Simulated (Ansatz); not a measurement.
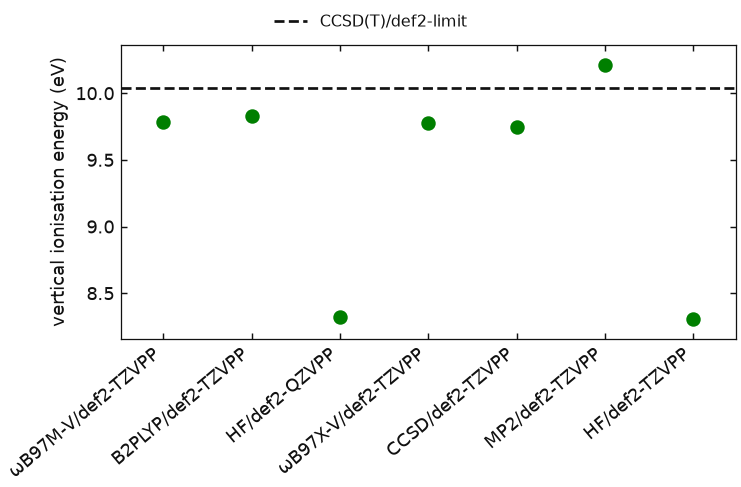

Vertical ionisation energy of C₂H₅NO, SMILES CC(N)=O, taken as the energy of the cation less that of the neutral at fixed geometry (unrestricted doublet cation, cores frozen in correlated methods, no spin-orbit coupling), the Ansatz code 0.2.0, at a PBE0-D4/def2-TZVP geometry (a minimum by its frequencies). Limit means an estimate of the basis limit from triple and quadruple zeta; for coupled cluster it is either extrapolated directly or built as the MP2 limit plus the step from MP2 in triple zeta. B2PLYP/def2-TZVPP holds a correlation term that converges slowly with the basis, so part of the distance to the limit is basis error. The distance of CCSD/def2-TZVPP and MP2/def2-TZVPP to the limit includes basis error.

### Which level comes closest to the line (CCSD(T)/def2-limit), and which misses most?

Closest MP2/def2-TZVPP (10.21 eV), against 10.04 eV; farthest HF/def2-TZVPP (8.31 eV).

### Give the values.

| level | eV | less CCSD(T)/def2-limit |
| --- | --- | --- |
| ωB97M-V/def2-TZVPP | 9.79 | −0.25 |
| B2PLYP/def2-TZVPP | 9.83 | −0.20 |
| HF/def2-QZVPP | 8.32 | −1.72 |
| ωB97X-V/def2-TZVPP | 9.78 | −0.26 |
| CCSD/def2-TZVPP | 9.74 | −0.29 |
| MP2/def2-TZVPP | 10.21 | 0.17 |
| HF/def2-TZVPP | 8.31 | −1.73 |
| CCSD(T)/def2-limit | 10.04 | 0.00 |
